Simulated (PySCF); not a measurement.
```xyz
19

C    -0.6962   -1.8237   -0.7005
C    -0.5072   -0.8171    0.4392
Si   -2.0111    0.3596    0.5649
C    -1.8403    1.5920   -0.8291
N    -1.7218    2.3481   -1.6815
C     0.7843   -0.0735    0.2822
C     1.9830   -0.5362   -0.2969
N     2.9234    0.3850   -0.2585
N     2.3723    1.4375    0.3330
C     1.0865    1.2136    0.6755
H    -1.6462   -2.3457   -0.6013
H     0.0967   -2.5686   -0.6942
H    -0.6803   -1.3162   -1.6632
H    -0.4519   -1.3871    1.3774
H    -2.0168    1.1373    1.8075
H    -3.2699   -0.3587    0.3587
H     2.1937   -1.4910   -0.7341
H     2.9076    2.2812    0.4608
H     0.4941    1.9635    1.1599
```

Geometry: GFN2-xTB.

These are results of PySCF, PBE0/pcSseg-1, SCF density, in a dichloromethane solvent model, non-relativistic, not measurements.

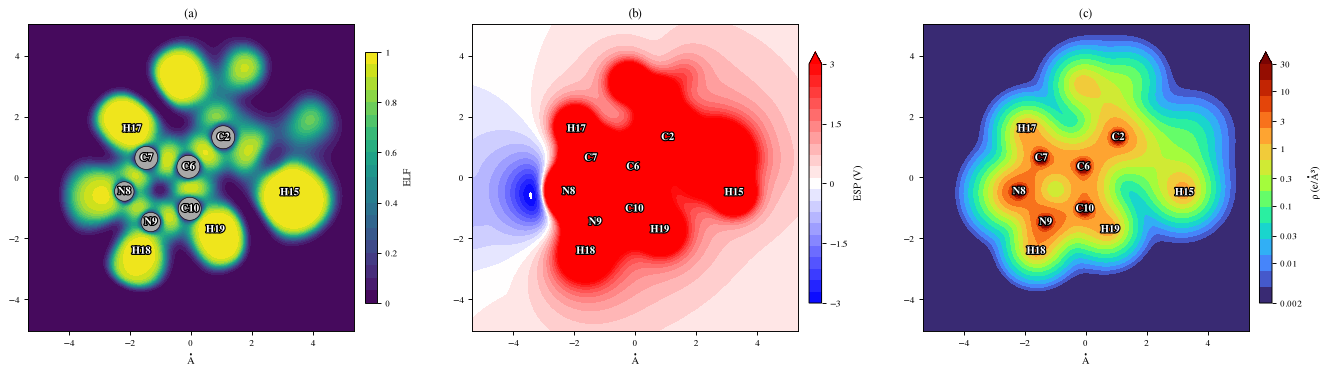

C6H9N3Si (SMILES C[C@H]([SiH2]C#N)c1cn[nH]c1). (a) electron localisation function; (b) electrostatic potential; (c) electron density on the plane of atoms N8, N9 and H18. Grey discs cover the atomic cores in the ELF map.

Describe what can be read from this map.

The section cuts through C, N and H sites.
N–N (1.33 Å): ρ at the midpoint is about 2.6 e/Å³; the ELF peaks at about 0.90 between the atoms: a covalent bond.
C–C (1.38 Å): the density is about 2.1 e/Å³ at the midpoint; the ELF peaks at about 0.95 between the atoms (a covalent bond).
N–H (1.01 Å): the density is about 3 e/Å³ at the midpoint; the ELF climbs to about 1 towards the hydrogen, as it does in any bond to H; a covalent bond by its length.
C–N (1.32 Å): the density is about 2.6 e/Å³ at the midpoint; the ELF peaks at about 0.90 between the atoms, as expected for a covalent bond.
C–C (1.50 Å): ρ is about 1.7 e/Å³ halfway; the ELF peaks at about 0.95 between the atoms; localised, covalent bonding.
The ELF also peaks beside N8, away from the bonds: lone-pair regions.
Outside the dense part of the molecule the potential is most negative (−3.0 V) near N8.
